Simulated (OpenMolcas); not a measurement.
**One shape, several levels: doublet [BF2]2+**

Wanted: a comparison of 6 runs (UHF/cc-pVTZ, UB3LYP/6-31G*, U-r2SCAN/cc-pVTZ, UPBE0/cc-pVTZ, UTPSS/cc-pVTZ, ROCCSD(T)/cc-pVTZ) of doublet [BF2]2+. 

The results are computed with OpenMolcas 26.06.

3 further runs of the same task are left out: 2 that didn't finish, 1 set aside as unsound or not needed.

## (1) The structure to begin with

[BF2]2+ has 3 atoms, charge +2, and is taken as a doublet. As SMILES of the parent species, `F[B+]F`. Geometry: relaxed at PBE0-D4/def2-TZVP. That shape belongs to the parent species and isn't relaxed for this state.

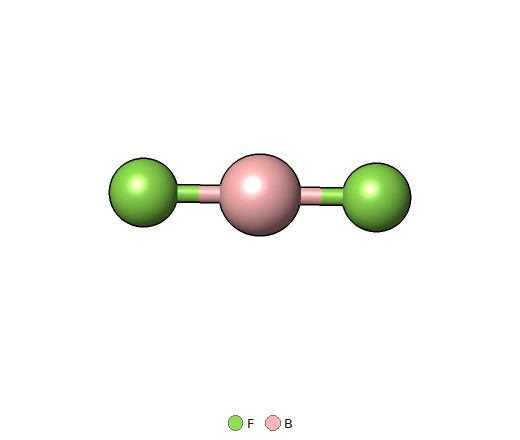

The structure, seen from a chosen angle (fluorine green, boron pink).

## (2) A single-point energy at UHF/cc-pVTZ (run 1)

The input, run.input:

```
&GATEWAY
BasLib=$CurrDir
BasisSet
F.cc-pVTZ....
F1 0.329710 1.140520 0.307700 angstrom
F3 -0.329720 -1.140520 -0.307700 angstrom
End of Basis
BasisSet
B.cc-pVTZ....
B2 0.000000 0.000000 0.000000 angstrom
End of Basis
&SEWARD
&SCF
UHF
Charge=2
Spin=2
Thresholds=1e-10 1e-07 1e-07 1e-05
PrOrbitals=1 1
```

The basis set cc-pVTZ is read from a file made from the Basis Set Exchange's data (not shown).

The run is started by

```sh
$ export MOLCAS_MEM=1860
$ pymolcas run.input > run.log
```

What it wrote:

```text
--- Start Module: gateway ---
[...]
--- Stop Module: gateway /rc=_RC_ALL_IS_WELL_ ---
--- Start Module: seward ---
[...]
      Basis functions           90
--- Stop Module: seward /rc=_RC_ALL_IS_WELL_ ---
[...]
--- Start Module: scf ---
[...]
       Convergence after  27 Iterations
[...]
::    Total SCF energy                               -222.4464629562
[...]
      Total spin, S                                     0.5701404829
[...]
      Total electronic charge=   21.000000
      Total            charge=    2.000000
[...]
      Dipole Moment (debye):
      Origin of the operator (angstrom)=   -0.0000    0.0000    0.0000
                   X=  5.2223E-05               Y=  8.0687E-05               Z=  2.1798E-05           Total=  9.8553E-05
      Center of Charge (angstrom)
[...]
--- Stop Module: scf /rc=_RC_ALL_IS_WELL_ ---
[...]
```

Run time: 14 s. Hardware: 1 thread of Intel Xeon Platinum 8259CL at 2.50GHz (Skylake/Cascade Lake), shared host; peak memory 0.49 GiB.

## (3) A single-point energy at UB3LYP/6-31G(d) (Cartesian functions) (run 2)

The input, struct.xyz:

```xyz
3

F      0.329710     1.140520     0.307700
B      0.000000     0.000000     0.000000
F     -0.329720    -1.140520    -0.307700
```

The input, test.input:

```
* BF2 Kohn-Sham DFT

&GATEWAY
  BasLib=$CurrDir
  Coord=struct.xyz
  Basis=6-31Gs
  Group=NoSym

&SEWARD
  GridInput
  Grid=UltraFine
  End of Grid

&SCF
  UHF
  Charge=2
  Spin=2
  KSDFT=B3LYP
  Thresholds=1e-10 1e-07 1e-07 1e-05
  PrOrbitals=0
```

The basis set 6-31G* is read from a file made from the Basis Set Exchange's data (not shown).

The run is started by

```sh
$ export MOLCAS_MEM=1860
$ pymolcas test.input > test.log
```

What it wrote:

```text
--- Start Module: gateway ---
[...]
--- Stop Module: gateway /rc=_RC_ALL_IS_WELL_ ---
--- Start Module: seward ---
[...]
      Basis functions           45
--- Stop Module: seward /rc=_RC_ALL_IS_WELL_ ---
[...]
--- Start Module: scf ---
[...]
       Convergence after  26 Iterations
[...]
::    Total KS-DFT energy                            -223.2908095175
[...]
      Total spin, S                                     0.5080551118
[...]
      Total electronic charge=   21.000000
      Total            charge=    2.000000
[...]
      Dipole Moment (debye):
      Origin of the operator (angstrom)=   -0.0000    0.0000    0.0000
                   X=  1.9883E-05               Y= -2.5944E-05               Z= -7.0772E-06           Total=  3.3444E-05
      Center of Charge (angstrom)
[...]
--- Stop Module: scf /rc=_RC_ALL_IS_WELL_ ---
[...]
```

Wall time 18 s (1 thread of Intel Xeon Platinum 8259CL at 2.50GHz (Skylake/Cascade Lake), shared host); peak memory 0.38 GiB.

## (4) The energy at U-r2SCAN/cc-pVTZ (run 3)

The input, mol.input:

```
* BF2 Kohn-Sham DFT

&GATEWAY
  BasLib=$CurrDir
  Coord
  3
  angstrom
  F        0.329710       1.140520       0.307700
  B        0.000000       0.000000       0.000000
  F       -0.329720      -1.140520      -0.307700
  Basis=cc-pVTZ
  Group=NoSym

&SEWARD
  GridInput
  Grid=UltraFine
  End of Grid

&SCF
  UHF
  Charge=2
  Spin=2
  KSDFT=2
  1.0 MGGA_X_R2SCAN
  1.0 MGGA_C_R2SCAN
  Thresholds=1e-10 1e-07 1e-07 1e-05
  PrOrbitals=1 1
```

The basis set cc-pVTZ is read from a file made from the Basis Set Exchange's data (not shown).

The run is started by

```sh
$ export MOLCAS_MEM=1860
$ pymolcas mol.input > mol.log
```

What it wrote:

```text
--- Start Module: gateway ---
[...]
--- Stop Module: gateway /rc=_RC_ALL_IS_WELL_ ---
--- Start Module: seward ---
[...]
      Basis functions           90
--- Stop Module: seward /rc=_RC_ALL_IS_WELL_ ---
[...]
--- Start Module: scf ---
[...]
       Convergence after  29 Iterations
[...]
::    Total KS-DFT energy                            -223.2935706207
[...]
      Total spin, S                                     0.5067336859
[...]
      Total electronic charge=   21.000000
      Total            charge=    2.000000
[...]
      Dipole Moment (debye):
      Origin of the operator (angstrom)=   -0.0000    0.0000    0.0000
                   X=  2.1741E-05               Y= -2.3678E-05               Z= -6.9936E-06           Total=  3.2897E-05
      Center of Charge (angstrom)
[...]
--- Stop Module: scf /rc=_RC_ALL_IS_WELL_ ---
[...]
```

Wall time 71 s (1 thread of Intel Xeon Platinum 8259CL at 2.50GHz (Skylake/Cascade Lake), shared host); peak memory 0.5 GiB.

Runs 4 to 5 aren't shown in full; the table further down has their settings and results.

## (5) A single-point energy at ROCCSD(T)/cc-pVTZ (run 6)

The input, job.input:

```
* BF2 CCSD(T)

&GATEWAY
 BasLib=$CurrDir
 Coord
 3
 angstrom
 F        0.329710       1.140520       0.307700
 B        0.000000       0.000000       0.000000
 F       -0.329720      -1.140520      -0.307700
 Basis=cc-pVTZ
 Group=NoSym

&SEWARD

&SCF
 UHF
 Charge=2
 Spin=2
 Thresholds=1e-10 1e-07 1e-07 1e-05
 PrOrbitals=1 2

&RASSCF
 FileOrb=$Project.UnaOrb
 Spin=2
 Nactel=1 0 0
 Inactive=10
 Ras2=1
 OutOrbitals=Canonical
 OrbListing=NoCore

&MOTRA
 JobIph
 Frozen=3

&CCSDT
 CCT
 Triples=3
 Iterations=80
 Accuracy=1e-08
 Extrapolation=5 4
```

The basis set cc-pVTZ is read from a file made from the Basis Set Exchange's data (not shown).

The run is started by

```sh
$ export MOLCAS_MEM=1860
$ pymolcas job.input > job.log
```

What it wrote:

```text
--- Start Module: gateway ---
[...]
--- Stop Module: gateway /rc=_RC_ALL_IS_WELL_ ---
[...]
      Basis functions           90
[...]
       Convergence after  28 Iterations
[...]
::    Total SCF energy                               -222.4464629562
[...]
      Total spin, S                                     0.5701404836
[...]
      Number of active orbitals                  1
[...]
      Spin quantum number                      0.5
[...]
      Active orbitals                            1
[...]
      Number of CSFs                             1
[...]
      Number of root(s) required                 1
[...]
      Convergence after  9 iterations
[...]
      printout of CI-coefficients larger than  0.05 for root  1
      energy=    -222.412848
      conf/sym  1     Coeff  Weight
             1  u   1.00000 1.00000
      Natural orbitals and occupation numbers for root  1
      sym 1:   1.000000
      ************************************************************************************************************************
      *                                                    Final results                                                     *
[...]
::    RASSCF root number  1 Total energy:   -222.41284811
[...]
      Total electronic charge=   21.000000
      Total            charge=    2.000000
[...]
      Dipole Moment (debye):
      Origin of the operator (angstrom)=   -0.0000    0.0000    0.0000
                   X=  4.5920E-04               Y=  1.4769E-03               Z=  3.9839E-04           Total=  1.5971E-03
      Center of Charge (angstrom)
[...]
--- Start Module: motra ---
[...]
--- Start Module: ccsdt ---
[...]
      Convergence after                    19  Iterations
      Total energy (diff) :    -222.98731397      -0.00000000
[...]
 METHOD                       : CCSD+T(CCSD)+<T3(1)WT1>+<T3(1)UT2> = CCSD(T)
[...]
       CCSD     =      -222.9873139724117
[...]
```

Run time: 65 s. Hardware: 1 thread of Intel Xeon Platinum 8259CL at 2.50GHz (Skylake/Cascade Lake), shared host; peak memory 0.49 GiB.

## (6) The series

```
run                                level  Cartesian functions  integration grid  energy (Eh)  HOMO energy (eV)  LUMO energy (eV)   ⟨S²⟩  wall time
  1                          UHF/cc-pVTZ                   no                 –  -222.446463            -33.57            -23.67  0.895       14 s
  2  UB3LYP/6-31G* (Cartesian functions)                  yes         UltraFine  -223.290810            -32.93            -30.05  0.766       18 s
  3                     U-r2SCAN/cc-pVTZ                   no         UltraFine  -223.293571            -31.73            -30.59  0.764       71 s
  4                        UPBE0/cc-pVTZ                   no         UltraFine  -223.154035            -32.87            -29.58  0.771       41 s
  5                        UTPSS/cc-pVTZ                   no         UltraFine  -223.415501            -31.35            -30.60  0.758       69 s
  6                    ROCCSD(T)/cc-pVTZ                   no                 –  -223.009875                 –                 –      –       65 s
```

## (7) Results

```
             quantity          value
  run 6: total energy  -223.00988 Eh
run 6: (T) correction     -22.56 mEh
```

In words: Totals of different functionals can't be ranked against each other. Spin contamination of the reference: run 1 ⟨S²⟩ = 0.90. All runs together took 4.6 min, the longest 71 s.
